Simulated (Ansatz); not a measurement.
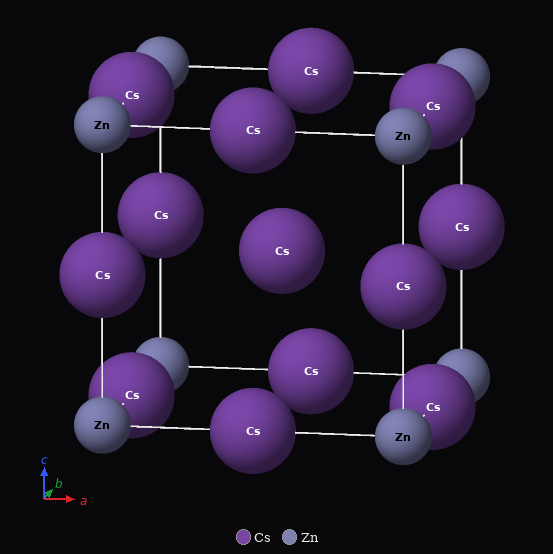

We look at a spheres-only model of the crystal slightly off an axis. The edges of the conventional unit cell are marked.

Cs$_{4}$Zn, space group Pm-3m (No. 221), a = 7.699 Å, b = 7.699 Å, c = 7.699 Å, α = 90.00°, β = 90.00°, γ = 90.00°. Its origin is a structure type filled with these elements by a generator (whether the compound takes this form wasn't checked). Earlier steps of the study may have refined or changed the cell and positions. Ansatz was used for an electronic-structure calculation on it.

This one geometry was computed with Ansatz (DFT, plane waves, PAW) at three levels of theory: PBE, r2SCAN and PBE with spin-orbit coupling.

**How does the band gap change with the level of theory?**

All levels give a metal.

**Collect the results in a table.**

| level | cutoff (eV) | k-mesh of the run's cell | gap (eV) | pressure (GPa) |
| --- | --- | --- | --- | --- |
| PBE | 420 | 6×6×6 | metal | 0.0 |
| r2SCAN | 500 | 6×6×6 | metal | 0.0 |
| PBE with spin-orbit coupling | 420 | 6×6×6 | metal | 0.0 |

Gaps are taken on the k-mesh or band path of each run.
